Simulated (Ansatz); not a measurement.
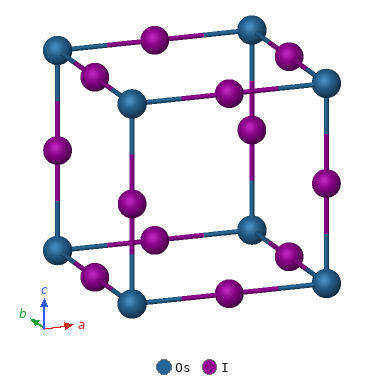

System: OsI₃, space group Pm-3m (No. 221) (cell built by us, not taken from a database). The picture shows the cell.

Structure:
```
CELL_PARAMETERS angstrom
5.53703 0.00000 0.00000
0.00000 5.53703 0.00000
0.00000 0.00000 5.53703
ATOMIC_POSITIONS crystal
Os 0.00000 0.00000 0.00000
I 0.50000 0.00000 0.00000
I 0.00000 0.00000 0.50000
I 0.00000 0.50000 0.00000
```

Calculation (Ansatz 0.2.0): plane-wave density functional theory, PAW datasets, Gaussian smearing 0.05 eV: magnetic starts at the geometry given; energies counted from the first row's state on a like mesh; signs (u up, d down) over the magnetic atoms in order; propagation vectors in reciprocal vectors of the given cell. Level: PBE, collinear spin. Hubbard U_eff: Os 2 eV.

| setting | value |
| --- | --- |
| PAW set | soft_2 |
| wave cutoff | 420 eV |
| k mesh of first row | 6×6×6 |

Key: 1 = ferromagnetic (signs u); 2 = no spin polarisation; 3 = antiferromagnetic, doubled cell, propagation vector 0, 0, 1/2 (signs ud); 4 = antiferromagnetic, doubled cell, propagation vector 0, 1/2, 1/2 (signs ud); 5 = small parallel starting moments (signs u).

Predict the energy relative to the first start of each magnetic start.

Among these starts the lowest are no. 1 and no. 5, which are equal within what the calculation resolves; the next, no. 4, is 5 meV/atom higher.

| magnetic start | energy relative to the first start (meV/atom) | largest moment (μB) | pressure (GPa) |
| --- | --- | --- | --- |
| no. 1 | 0 | 1.762 | 0.00 |
| no. 2 | 111 | 0.000 | −1.47 |
| no. 3 | 7 | 2.141 | 0.52 |
| no. 4 | 5 | 1.708 | 0.45 |
| no. 5 | 0 | 1.762 | 0.00 |

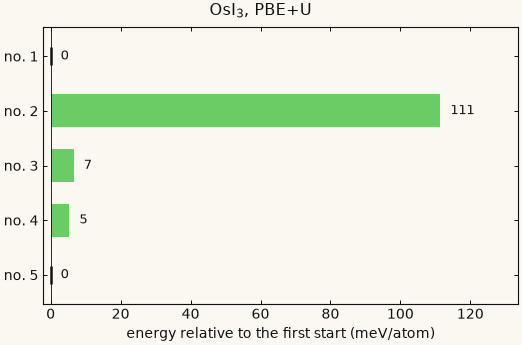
